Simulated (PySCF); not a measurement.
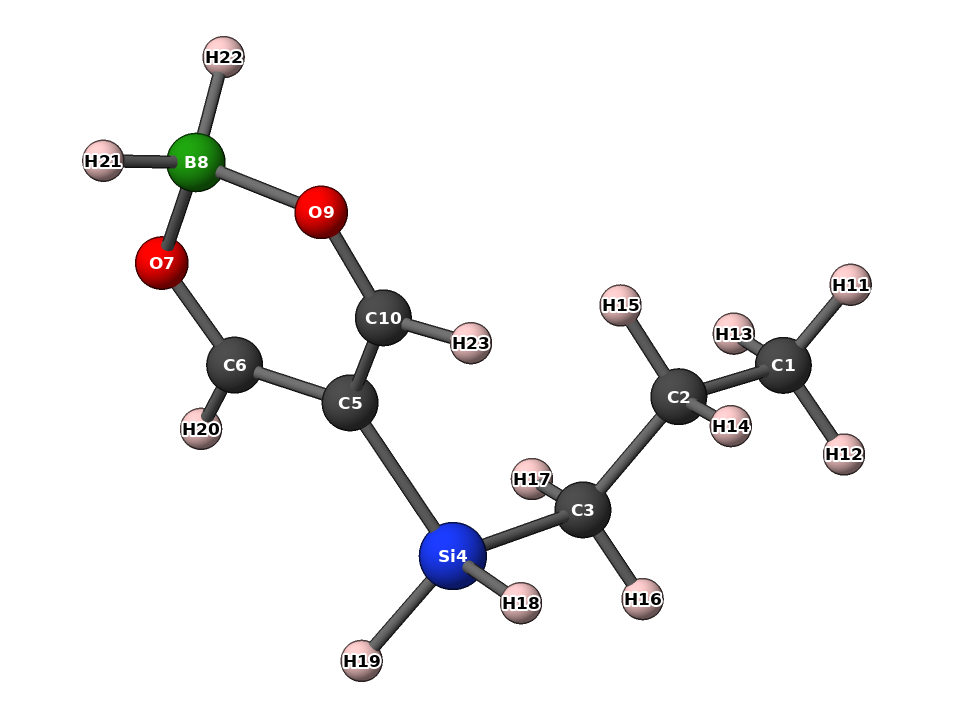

The questions are on isotropic NMR shieldings of the H atoms. Computed geometry: GFN2-xTB optimisation. No frequency run is at hand to confirm it as a minimum. Properties computed with GIAO PBE0/pcSseg-1 NMR shielding, non-relativistic, gas phase (PySCF 2.14.0).

> Which H atom is the most shielded (lowest chemical shift)?

H16 (31.15 ppm).

> Which H atom is the least shielded (highest chemical shift)?

H20 (24.01 ppm).

> How wide is the range of H shifts?

7.14 ppm.

List the isotropic NMR shieldings of the H atoms.

```csv
atom,σ (ppm)
H11,30.26
H12,30.69
H13,30.72
H14,30.58
H15,30.25
H16,31.15
H17,31.14
H18,27.52
H19,27.26
H20,24.01
H21,27.48
H22,27.47
H23,24.04
```

The geometry is semi-empirical. Around B, Si such bond lengths and angles can be off by a tenth of an ångström or more and by several degrees, and values that hang on the shape move with them.
